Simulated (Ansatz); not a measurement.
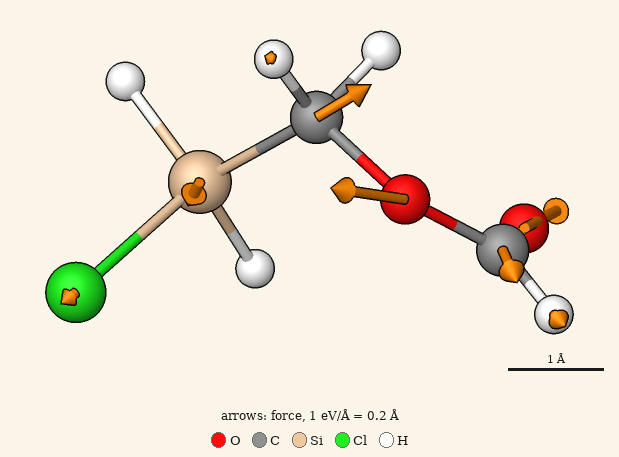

Starting geometry of C$_{2}$H$_{5}$ClO$_{2}$Si with the computed forces as orange arrows. Style: ball-and-stick. Shown at a tilt.

The run prepares the start of a later molecular dynamics calculation, from a guessed geometry.

Theory: Ansatz, UKS PBE/STO-3G.

The input:
```yaml
crystal:
  periodic: [false, false, false]
  atoms:
    - { symbol: O, position_ang: [-1.7102, 1.3102, -0.4327] }
    - { symbol: C, position_ang: [-1.5716, 1.0284, 0.7151] }
    - { symbol: O, position_ang: [-0.8537, -0.0178, 1.1259] }
    - { symbol: C, position_ang: [-0.1486, -0.812, 0.0868] }
    - { symbol: Si, position_ang: [1.3632, -0.228, -0.7189] }
    - { symbol: Cl, position_ang: [2.8175, -0.0399, 0.7352] }
    - { symbol: H, position_ang: [-1.9525, 1.5613, 1.5943] }
    - { symbol: H, position_ang: [-0.9386, -1.0017, -0.6885] }
    - { symbol: H, position_ang: [-0.0145, -1.7789, 0.5931] }
    - { symbol: H, position_ang: [1.2259, 1.1196, -1.3054] }
    - { symbol: H, position_ang: [1.8485, -1.1981, -1.6842] }
magnetization:
  spin_polarized: true
basis:
  gaussian: { orbitals: STO-3G }
hamiltonian:
  xc: pbe
relax:
  f_tol: 0.02
  max_steps: 40
```

Command:
```bash
ansatz run input.yaml --threads 1 --pin off --max-ram 2048MiB --backend cpu --events-out ev --progress --plain --runs-dir out
```

What follows when this structure is relaxed?

It isn't relaxed: the largest force vector, on O1, is 7.73 eV/Å. The final displacements have little in common with the starting forces (cosine between the two patterns −0.09). The energy falls by 0.858 eV in 18 accepted moves (20 points after the start). Largest force component: 7.3 eV/Å at the start, 0.0053 eV/Å at the end. The line search rejected the trial steps at points 2, 11 of the run. O1 moves most after the best rigid fit: 0.96 Å. Largest moves by element: O 0.96 Å, Cl 0.49 Å, H 0.37 Å, C 0.23 Å, Si 0.18 Å. Among the contacts that change: C2–O3 1.334 → 1.440 Å, C4–Si5 1.810 → 1.899 Å, O1–C2 1.190 → 1.260 Å, Si5–Cl6 2.065 → 2.112 Å. Among the angles between lasting bonds that change: O3–C4–Si5 122.4° → 112.2°, C2–O3–C4 117.3° → 108.5°, O3–C4–H9 101.9° → 107.7°. Groups turn about O3–C4 by about 45°.

Limits of the set-up: STO-3G is a minimal basis, so the numbers are rough.
